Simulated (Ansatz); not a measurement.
SiC (zinc blende)

Space group F-43m (No. 216); a = 4.357 Å, b = 4.357 Å, c = 4.357 Å, α = 90.00°, β = 90.00°, γ = 90.00°

```
atom  site  symmetry       x       y       z
----  ----  --------  ------  ------  ------
C       4c      -43m  0.2500  0.2500  0.2500
Si      4a      -43m  0.0000  0.0000  0.0000
```
(The calculation used a cell of 2 atoms; values per cell refer to that cell.)

The relaxed cell is deformed in two ways at once: its volume V is scaled, and at that volume it is stretched along z (the c axis of the conventional cell) so that c/a changes. Fractional atomic positions are held.

Method: r2SCAN (plane waves to 500 eV, PAW, scalar-relativistic; Ansatz, a program for electronic structure). k mesh 13×13×13 (Γ-centred), Fermi-Dirac smearing 0.05 eV. E stands for the smeared free energy. SiC was relaxed with its symmetry unable to fall. The PAW data are Ansatz's earlier set. ΔE is measured from the relaxed starting cell.

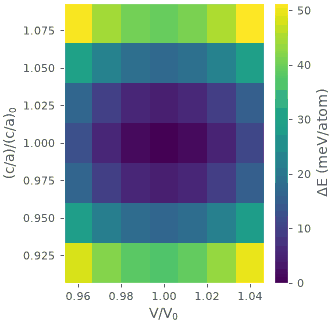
Figure: ΔE (meV/atom) over the 7×7 grid of computed points.

The shear modulus C′ = (C11 − C12)/2 (fit, atoms clamped) is 140 GPa. Lowest place on the grid: V/V₀ = 1.000, (c/a)/(c/a)₀ = 1.000 (0.0 meV/atom). Highest place on the grid: V/V₀ = 1.040, (c/a)/(c/a)₀ = 1.080 (51.4 meV/atom).

Near the relaxed cell σzz − σxx = −2Cδ (compression positive), C being this modulus and δ the logarithm of the ratio.

(A scan under strain: stresses follow from slopes of the energy per volume, elastic moduli from its curvatures.)
